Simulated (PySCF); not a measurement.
C₄H₁₂OP₂

```xyz
19

C    -1.0362   -0.6025   -1.5008
C    -0.4954   -0.0654   -0.1823
C    -1.0664    1.3042    0.1467
C    -0.7218   -1.0530    0.9539
P     1.3423    0.0818   -0.3970
O     2.0300   -1.1332   -0.8525
P     2.1496    0.9090    1.4560
H    -0.5615   -1.5537   -1.7359
H    -0.8203    0.0938   -2.3111
H    -2.1136   -0.7504   -1.4449
H    -0.8777    2.0027   -0.6669
H    -0.6088    1.6989    1.0546
H    -2.1416    1.2392    0.3039
H    -1.7807   -1.2794    1.0686
H    -0.1885   -1.9813    0.7487
H    -0.3536   -0.6381    1.8947
H     1.4392    1.1435   -1.3115
H     2.3908   -0.3833    1.9134
H     3.4043    0.9765    0.8550
```

Geometry: GFN2-xTB.

These are results of PBE0/pcSseg-1, SCF density, gas phase, non-relativistic (PySCF), not measurements.

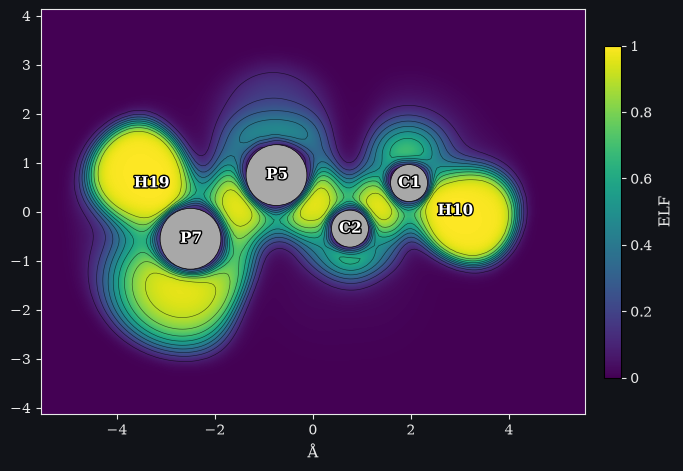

Figure 1. Electron localisation function on the plane of atoms C2, C1 and H10. Grey discs cover the atomic cores.

Question: Interpret the plot.

Answer:
- Atoms in the plane: C, P and H.
- C–C (1.52 Å): the ELF peaks at about 0.95 between the atoms; a covalent bond.
- C–P (1.86 Å): the ELF peaks at about 0.95 between the atoms, as expected for a covalent bond.
- P–P (2.18 Å): the ELF peaks at about 0.95 between the atoms, as expected for a covalent bond.
- C–H (1.09 Å): the ELF climbs to about 1 towards the hydrogen, as it does in any bond to H: a covalent bond by its length.
- P–H (1.39 Å): the ELF climbs to about 1 towards the hydrogen.
- The ELF also peaks beside P7, away from the bonds: lone-pair regions.

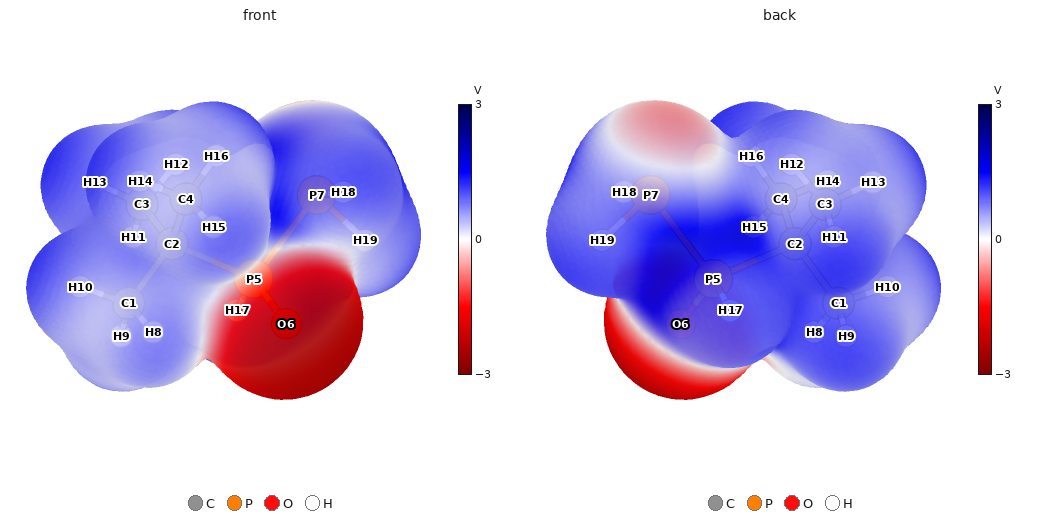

Figure 2. The molecular electrostatic potential painted on the density surface at 0.004 e/bohr³, seen from the front and from behind; red is negative and blue positive.

Question: Describe the electrostatic potential map.

Answer: The most negative region (about −2.5 V, or −58 kcal/mol for a unit charge) lies over O6, the most positive (about +1.7 V, or +39 kcal/mol for a unit charge) over P5 and P7. O6 is the likeliest acceptor of a hydrogen bond.

Question: What dipole moment does the calculation give?

Answer: Its dipole moment is 2.99 D.
